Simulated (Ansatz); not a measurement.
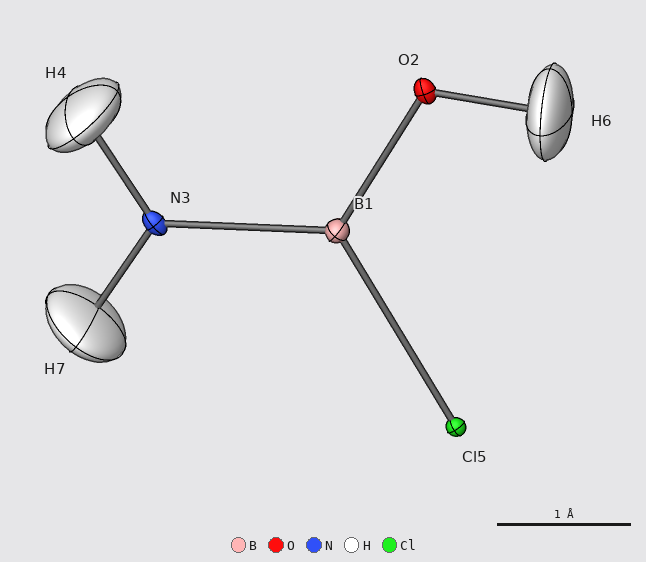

Displacement ellipsoids at the 50 % level, enlarged 1.5 times, from the internal vibrations of the free molecule (harmonic, no overall translation or rotation; no half-axis is drawn under 0.075 Å). Vibrations computed with RKS PBE0-D4/def2-TZVP (Ansatz 0.2.0). Temperature: 298 K.

Give the displacement parameters, one line for each set of equivalent atoms.

| atom | U_eq (Å²) | rms amplitudes (Å) |
| --- | --- | --- |
| B1 | 0.0019 | 0.039, 0.041, 0.051 |
| O2 | 0.0012 | 0.021, 0.035, 0.045 |
| N3 | 0.0014 | 0.029, 0.034, 0.047 |
| H4 | 0.0223 | 0.079, 0.144, 0.200 |
| Cl5 | 0.00040 | 0.005, 0.021, 0.027 |
| H6 | 0.0229 | 0.072, 0.151, 0.202 |
| H7 | 0.0232 | 0.073, 0.153, 0.202 |
